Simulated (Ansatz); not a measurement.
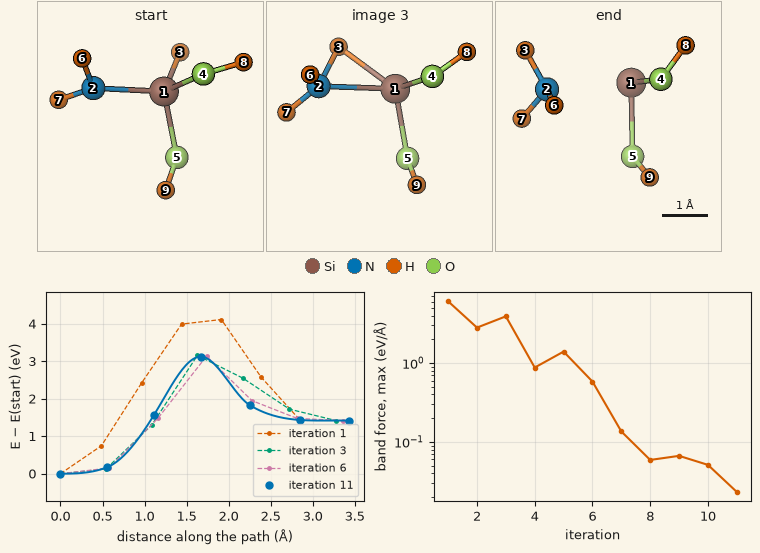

NEB run on SiNH5O2. Images are numbered from 0 (start) to 6 (end). The plot follows the band through its iterations. The picture is a ball-and-stick view, seen at a tilt.

Method: Ansatz, RKS PBE0-D4/def2-SVP. Set-up: 5 movable images; climbing image.

> How did the profile develop, and is the result final?

The run is converged, with reservations. The band converged in 11 iterations. The largest component of the band force went from 6.1 to 0.023 eV/Å. The climbing image converged on the top of the path. Its curvatures weren't checked. The largest force component is 0.50 eV/Å at the start and 0.64 eV/Å at the end; an end with forces this large is no minimum, and the barrier measured from it can be far off. The first iteration put the highest image at 4.11 eV. The highest point, image 3, lies 3.12 eV above the start and 1.71 eV above the end; the end is at +1.42 eV relative to the start.

Cost: 86 s on 4 threads of Intel Xeon @ 2.70GHz, on a shared host.
